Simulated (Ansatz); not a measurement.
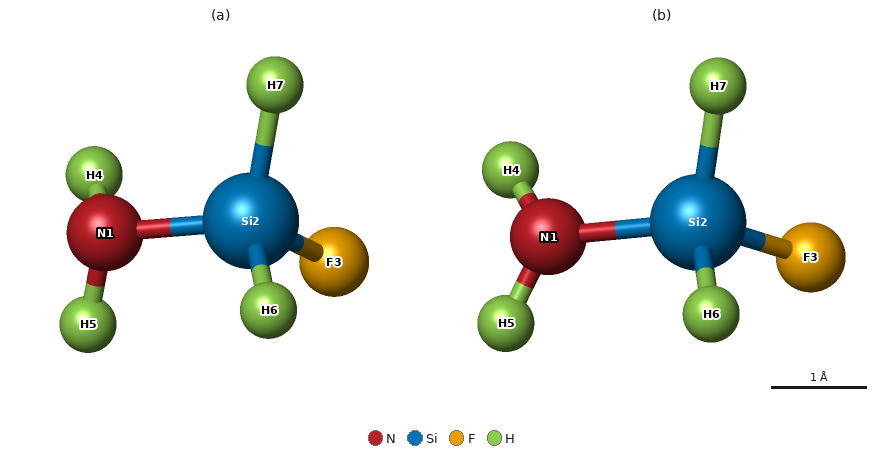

The structure of SiNH₄F before (left) and after (right) a relaxation, at one scale.

The picture is a ball-and-stick view, seen at a tilt.

The run prepares an end point of a later path (inversion) calculation, from a guessed geometry.

Computed with RKS LDA/def2-SVP in Ansatz. (no spin polarisation; force threshold 0.015 eV/Å; at most 40 steps)

**Summarise the run.**

The atom that moves furthest after the best rigid fit is F3 (0.41 Å). By element the largest moves are F 0.41 Å, H 0.27 Å, N 0.13 Å, Si 0.09 Å. Near-neighbour distances that change, for instance: N1–Si2 1.636 → 1.703 Å, Si2–F3 1.599 → 1.629 Å, N1–H4 0.998 → 1.023 Å, Si2–H6 1.486 → 1.499 Å. Bond angles that change, for instance: Si2–N1–H4 109.1° → 121.7°, Si2–N1–H5 110.1° → 121.6°, N1–Si2–F3 103.0° → 114.5°. Over 5 geometry steps the energy falls by 38.1 kJ/mol. The largest force component goes from 2.3 to 0.013 eV/Å. The run took 7.7 s on 1 thread of Arm Neoverse V1, with other jobs on the host, peak memory 0.13 GiB.
